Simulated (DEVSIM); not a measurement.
Device: Ru/Si3N4/n-Ge capacitor, at 400 K.

```
layer (left to right)  material  thickness (nm)  Nd (cm⁻³)
---------------------  --------  --------------  ---------
1                         Si3N4            11.0          -
2                            Ge            6300     8.8e15
```

Metal gate on the left, work function 4.7 eV. Fixed charge at the semiconductor interface -9.2e10 cm⁻² (in units of +e); no interface traps.

This is a model device: material constants are rounded textbook-type values typed into the input, and sizes, dopings and lifetimes were drawn at random. Values at 300 K; Nc and Nv go as T^1.5, mobilities as T to minus their exponent, the gap by Varshni's rule with the affinity fixed.

| parameter | Si3N4 | Ge |
|---|---|---|
| gap (eV) | 5.1 | 0.664 |
| affinity (eV) | 2.1 | 4 |
| permittivity | 7.5 | 16 |
| Nc (cm⁻³) | - | 1.04e19 |
| Nv (cm⁻³) | - | 6e18 |
| Varshni α (eV/K) | - | 0.000477 |
| Varshni β (K) | - | 235 |

DEVSIM, 1D Poisson equation in equilibrium, Boltzmann statistics, complete ionisation; no quantum confinement or tunnelling. Metal contacts follow the ideal Schottky-Mott rule: no Fermi-level pinning, no interface dipoles.

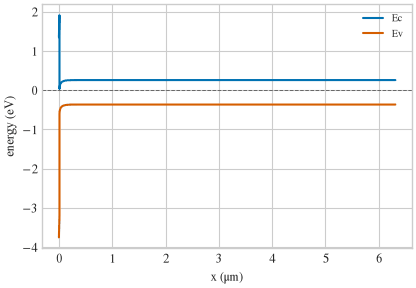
Fig. 1. Band edges at 1.25 V on the gate

Energies count from the Fermi level of the right contact; mesh points crowd at the junctions.

| x (μm) | Ec (eV) | Ev (eV) | n (cm⁻³) | p (cm⁻³) | field (V/cm) |
|---|---|---|---|---|---|
| 0.000 | 1.350 | -3.750 | < 1e2 | < 1e2 | 530000 |
| 0.001401 | 1.424 | -3.676 | < 1e2 | < 1e2 | 530000 |
| 0.004278 | 1.575 | -3.525 | < 1e2 | < 1e2 | 530000 |
| 0.008041 | 1.772 | -3.328 | < 1e2 | < 1e2 | 530000 |
| 0.01069 | 1.911 | -3.189 | < 1e2 | < 1e2 | 530000 |
| 0.01197 | 0.047 | -0.577 | 4.0e18 | 5.0e11 | 180000 |
| 0.01482 | 0.085 | -0.539 | 1.4e18 | 1.5e12 | 100000 |
| 0.02561 | 0.149 | -0.475 | 2.1e17 | 9.5e12 | 37000 |
| 0.04791 | 0.199 | -0.425 | 5.0e16 | 4.1e13 | 14000 |
| 0.09866 | 0.238 | -0.386 | 1.6e16 | 1.2e14 | 3900 |
| 0.2242 | 0.256 | -0.368 | 9.6e15 | 2.1e14 | 370 |
| 0.6884 | 0.258 | -0.366 | 9.0e15 | 2.2e14 | ≈ 0 |
| 1.593 | 0.258 | -0.366 | 9.0e15 | 2.2e14 | ≈ 0 |
| 3.652 | 0.258 | -0.366 | 9.0e15 | 2.2e14 | ≈ 0 |
| 5.472 | 0.258 | -0.366 | 9.0e15 | 2.2e14 | ≈ 0 |
| 5.952 | 0.258 | -0.366 | 9.0e15 | 2.2e14 | ≈ 0 |
| 6.163 | 0.258 | -0.366 | 9.0e15 | 2.2e14 | ≈ 0 |
| 6.248 | 0.258 | -0.366 | 9.0e15 | 2.2e14 | ≈ 0 |
| 6.292 | 0.258 | -0.366 | 9.0e15 | 2.2e14 | ≈ 0 |
| 6.304 | 0.258 | -0.366 | 9.0e15 | 2.2e14 | ≈ 0 |
| 6.309 | 0.258 | -0.366 | 9.0e15 | 2.2e14 | ≈ 0 |
| 6.311 | 0.258 | -0.366 | 9.0e15 | 2.2e14 | ≈ 0 |
